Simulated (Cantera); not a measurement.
A closed system holds: 1 mol Si₂H₆, 0.067 mol O₂, held at 1700 Pa.

Cantera equilibrium calculation (NASA polynomials, part measured and part estimated; ideal gas, pure solids and liquids). Candidate condensed phases: H₂O, Si, SiO₂; 18 gas species. The feed counts by its element totals alone. Mutual solubility and eutectic melting of coexisting phases are not modelled. The tables hold silica as quartz up to 1696 K and as liquid above; real silica turns to tridymite and cristobalite and melts near 1996 K. Gases not in the tables: Si₂H₆ and higher silanes. Kinetics and transport are ignored.

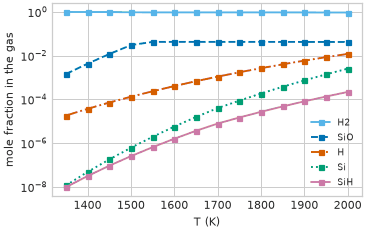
*Equilibrium gas composition (values under 1e-9 drawn at 1e-9)*

From 1350 K to 1500 K the condensed part is Si(s) + SiO₂(β-quartz). From 1550 K to 1650 K the condensed part is Si(s). From 1700 K to 2000 K the condensed part is Si(l). The main Si-bearing gas is SiO throughout. The share of Si in condensed phases is highest at 1350 K (99.8 %) and lowest at 2000 K (92.8 %).
